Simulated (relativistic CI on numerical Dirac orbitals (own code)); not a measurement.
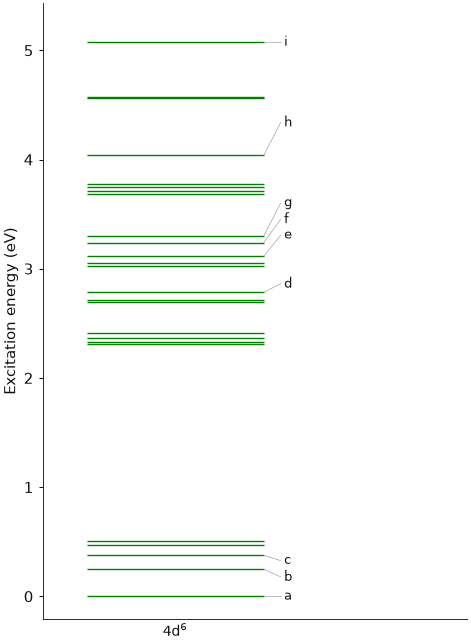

The lowest levels of Pd⁴⁺, with 9 of them lettered. a: 4d⁶ ⁵D₄ at 0; b: 4d⁶ ⁵D₃ at 0.2488 eV; c: 4d⁶ ⁵D₂ at 0.3768 eV; d: 4d⁶ ³F₂ at 2.784 eV; e: 4d⁶ ³P₀ at 3.116 eV; f: 4d⁶ ³G₄ at 3.239 eV; g: 4d⁶ ³G₃ at 3.301 eV; h: 4d⁶ ¹G₄ at 4.040 eV; i: 4d⁶ ¹F₃ at 5.076 eV.

# Run report: Pd⁴⁺, relativistic CI calculation

- system: Pd⁴⁺.
- method: Dirac-Coulomb-Breit CI, KLI orbitals optimised for each configuration, model QED (radiative potential, 1s self-energy scaled to tabulated hydrogen-like ionisation energies), valence Slater integrals scaled by 0.85, P86 correlation energy added to each configuration (relativistic CI on numerical Dirac orbitals, in-house)

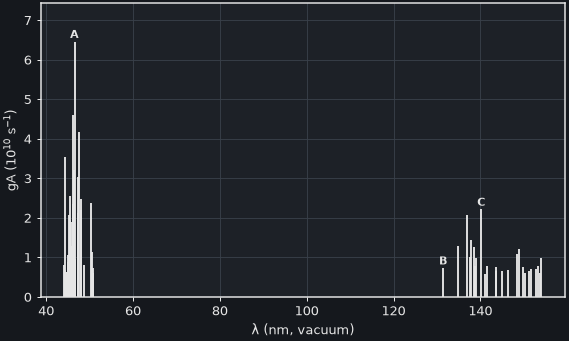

The stronger electric dipole lines (weighted rates gA) for Pd⁴⁺. A: 4d⁵ 5p J = 6 (odd, mixed, level 184) → 4d⁶ ³H₆, 46.54 nm, gA = 6.5×10¹⁰ s⁻¹; B: 4d⁵ 5p ⁵D°₄ → 4d⁵ 5s ⁵P₃, 131.4 nm, gA = 7.3×10⁹ s⁻¹; C: 4d⁵ 5p ³K°₈ → 4d⁵ 5s ³I₇, 140.2 nm, gA = 2.2×10¹⁰ s⁻¹. The strongest, A, lies in the extreme ultraviolet region.

These pictures come from the run below.

### Input file
```
atom Pd  Z=46  charge=4  electrons=42
nucleus A=106  rms_radius_fm=4.5318
hamiltonian dirac-coulomb  breit=on  qed=on  c_scale=1
orbitals kli  potential=per-configuration
slater_scale 0.85
correlation p86
mixing on
configurations
  [Kr] 4d6
  [Kr] 4d5 5s
  [Kr] 4d5 4f
  [Kr] 4d5 5p
  [Ar] 3d10 4s2 4p5 4d7
  [Kr] 4d5 5d
  [Kr] 4d5 6s
  [Kr] 4d5 6p
  [Kr] 4d4 5s 5p
  [Kr] 4d5 6d
  [Kr] 4d5 5g
  [Ar] 3d10 4s 4p6 4d7
  [Kr] 4d4 5s2
  [Kr] 4d3 4f 5s2
  [Kr] 4d3 5s2 5p
  [Kr] 4d3 5s2 5d
  [Kr] 4d3 5s2 6s
end
```

Launched within a batch (the task file carries these settings):
```bash
python <driver script> task.json out
```

The program writes its results to a structured record and prints no log; tables and figures of this report are taken from that record.

### The lowest 20 levels

| Configuration | Level | E (cm⁻¹) | LS purity (%) | Landé g | Lifetime (s; – stable or not computed) |
| --- | --- | --- | --- | --- | --- |
| 4d⁶ | ⁵D₄ | 0 | 97 | 1.494 | – |
| 4d⁶ | ⁵D₃ | 2,007 | 99 | 1.496 | 3.6×10⁰ |
| 4d⁶ | ⁵D₂ | 3,039 | 96 | 1.497 | 1.5×10¹ |
| 4d⁶ | ⁵D₁ | 3,773 | 97 | 1.498 | 2.8×10¹ |
| 4d⁶ | ⁵D₀ | 4,112 | 96 | – | 1.6×10² |
| 4d⁶ | J = 4 (even, mixed) | 18,650 | 42 | 0.999 | 3.1×10⁻¹ |
| 4d⁶ | ³P₂ | 18,780 | 92 | 1.482 | 1.1×10⁻¹ |
| 4d⁶ | ³H₆ | 19,050 | 96 | 1.160 | 1.7×10⁴ |
| 4d⁶ | ³H₅ | 19,450 | 79 | 1.069 | 3.2×10¹ |
| 4d⁶ | ³F₃ | 21,740 | 78 | 1.019 | 1.9×10⁻¹ |
| 4d⁶ | [(4d₃/₂)² (4d₅/₂)⁴] J = 4 | 21,920 | 50 | 1.036 | 1.8×10⁻¹ |
| 4d⁶ | ³F₂ | 22,460 | 95 | 0.685 | 3.7×10⁻¹ |
| 4d⁶ | ³P₁ | 24,390 | 91 | 1.446 | 7.2×10⁻² |
| 4d⁶ | ³G₅ | 24,630 | 79 | 1.164 | 6.1×10⁻¹ |
| 4d⁶ | ³P₀ | 25,130 | 78 | – | 8.8×10⁻² |
| 4d⁶ | ³G₄ | 26,120 | 78 | 1.063 | 5.8×10⁻¹ |
| 4d⁶ | ³G₃ | 26,630 | 78 | 0.822 | 3.7×10⁻¹ |
| 4d⁶ | ³D₂ | 29,700 | 86 | 1.163 | 2.7×10⁻¹ |
| 4d⁶ | ¹I₆ | 29,940 | 96 | 1.006 | 4.0×10⁻¹ |
| 4d⁶ | ³D₁ | 30,260 | 94 | 0.560 | 1.9×10⁻¹ |

### Key numbers

```
           quantity                                                                 value
            outcome                                                             converged
       lowest level                                                               4d⁶ ⁵D₄
first excited level                                                   4d⁶ ⁵D₃, 2,007 cm⁻¹
  ionisation energy                                                             63.136 eV
    levels computed                                                                  3220
     SCF iterations                                                                   162
           hardware  1 thread of Arm Neoverse V1, 24 GiB of memory available, shared host
          wall time                                                                 2.5 s
```

### Remarks

Caveats: configurations can be misplaced by up to about 7 % of their energy; only a limited list of configurations is included, so lower levels can be missing; only lines among the lowest 200 of 3220 levels are drawn, so those from 4d⁵ 5p are incomplete.
